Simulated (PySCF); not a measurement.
# CH5NO2Si, SMILES `N[SiH](O)C=O`: electronic structure

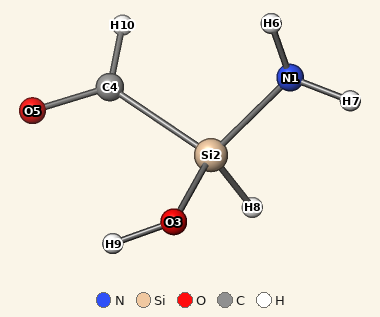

The molecule, with its atoms numbered as below. No frequency check shows the geometry to be a minimum.

Coordinates in Å:

```
N1       1.6633    0.9503    0.3120
Si2      0.4801   -0.0820   -0.3800
O3       0.4222   -1.5718    0.2703
C4      -1.2191    0.7503   -0.0763
O5      -2.2025    0.1080    0.2087
H6       1.5166    1.3485    1.2262
H7       2.6333    0.7048    0.2017
H8       0.7600   -0.1540   -1.8094
H9      -0.4051   -2.0452    0.3307
H10     -1.3117    1.8499   -0.1876
```

Part 1: Bonding charge

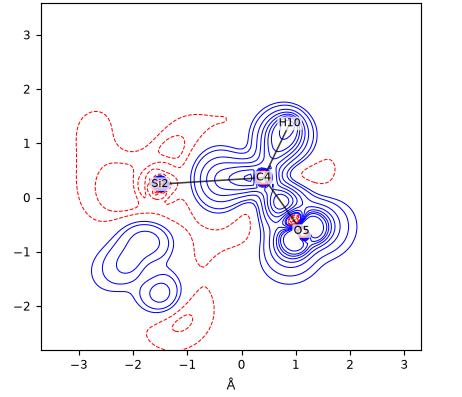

Deformation density (molecule less spherical, spin-averaged free atoms) in the plane of Si2, C4, O5 and H10; contours at ±0.05 to ±0.8 e/Å³; solid blue lines: gain, dashed red lines: loss.

Computed with PySCF, ωB97X/def2-SVP, geometry: GFN2-xTB.

> Describe the bonding that the map shows.

C4–H10: +0.73 e/Å³ at the bond critical point (bond length 1.11 Å, Mayer order 0.9). C4–O5: +0.59 e/Å³ at the bond critical point (bond length 1.21 Å, Mayer order 2.1). Si2–C4: +0.18 e/Å³ at the bond critical point (bond length 1.92 Å, Mayer order 0.9). In all, 2.5 electrons gather in the regions of gain relative to the promolecule.

> Where do the Hirshfeld charges lie?

The highest Hirshfeld charge is on Si2 (+0.44 e), the lowest on N1 (−0.32 e).

```tsv
atom	charge (e)
N1	−0.32
Si2	+0.44
O3	−0.31
C4	+0.04
O5	−0.21
H6	+0.12
H7	+0.12
H8	−0.09
H9	+0.18
H10	+0.03
```

Part 2: Local ionisation energy

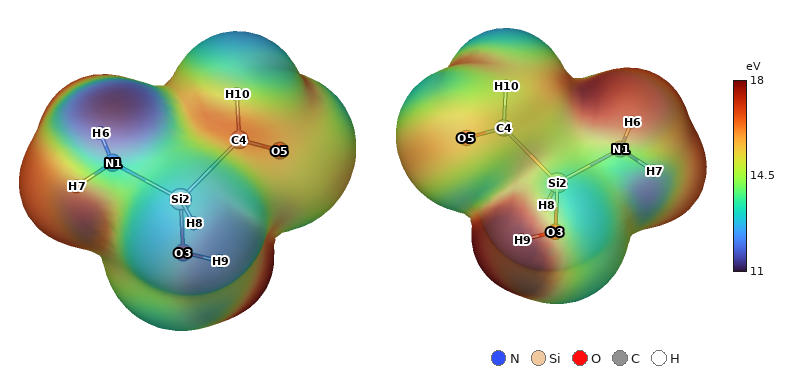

Average local ionisation energy on the surface of electron density 0.001 a.u. (back view left, front view right).

> Where are the most loosely bound electrons on this surface?

The lowest value is 11.2 eV, 1.9 Å from N1. Further minima include 12.4 eV, near H7 (1.82 Å), N1 (1.94 Å) and H6 (1.95 Å); 12.5 eV, 1.5 Å from H8; 12.6 eV, 1.4 Å from H10. For comparison, the highest occupied orbital lies at −9.2 eV.

> What volume does the surface enclose, and what is the dipole moment?

About 107 Å³; the dipole moment is 1.8 D.

Part 3: In an electric field

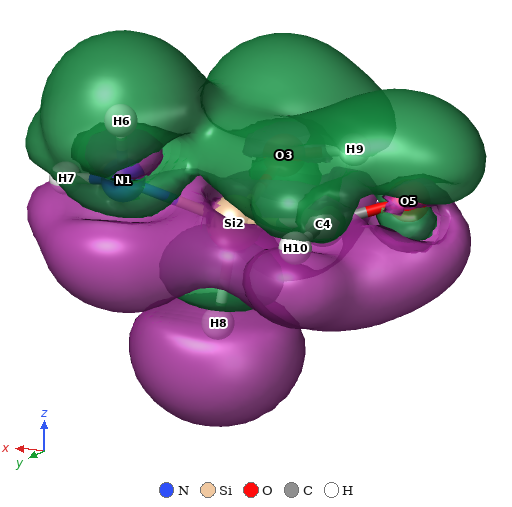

Change of the electron density in a uniform field of 0.26 V/Å, surfaces at ±0.0008 e/Å³ (green: gain, purple: loss).

Level of theory: BLYP/def2-SVPD (PySCF), at a geometry from GFN2-xTB.

The field was applied in both directions; the picture shows the one opposite to the script's first.

> Along which Cartesian direction does the field point?

Along −z: electrons gather on the +z side, against the field.

> How large is the response?

The induced dipole is 0.60 D (along the field); α along this axis, from the fields in both directions, is 47 bohr³ (7.0 Å³).
